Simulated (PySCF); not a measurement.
```xyz
22

C    -2.1293   -0.4425    1.1537
C    -1.1348    0.0285    0.0955
C    -1.8422    0.1338   -1.2558
C    -0.5977    1.4070    0.4788
Si    0.3164   -1.2172   -0.0399
P     1.8135   -0.3128   -1.4476
Si    3.5030    0.2286   -0.0966
Cl    3.0199    1.8990    0.9138
H    -2.5317   -1.4201    0.8977
H    -1.6524   -0.5171    2.1281
H    -2.9599    0.2580    1.2344
H    -2.2854   -0.8198   -1.5366
H    -2.6365    0.8793   -1.2143
H    -1.1391    0.4298   -2.0340
H    -1.4067    2.1365    0.5170
H     0.1308    1.7516   -0.2562
H    -0.1151    1.3847    1.4543
H     0.8704   -1.5146    1.2912
H    -0.1284   -2.4851   -0.6317
H     2.3852   -1.5157   -1.8093
H     3.8438   -0.7903    0.8982
H     4.6660    0.5177   -0.9335
```

Geometry: GFN2-xTB.

These are results of PySCF, PBE0/pcSseg-1, SCF density, gas phase, non-relativistic, not measurements.

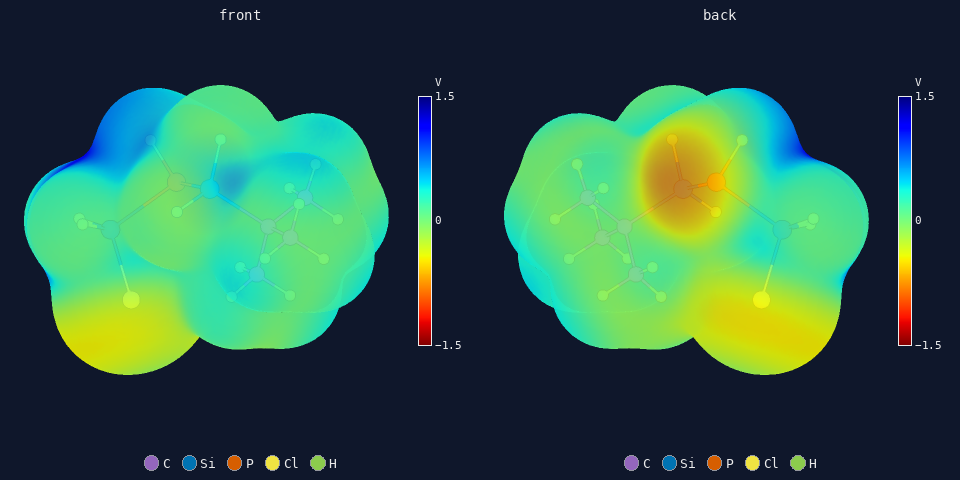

C₄H₁₄ClPSi₂ (SMILES CC(C)(C)[SiH2]P[SiH2]Cl). The molecular electrostatic potential painted on the density surface at 0.001 e/bohr³, seen from the front and from behind; the colour scale runs from red (negative) to blue (positive).

### Where is the surface potential most negative and most positive?

The most negative region (about −0.8 V) lies over P6, the most positive (about +1.1 V) over Si7.
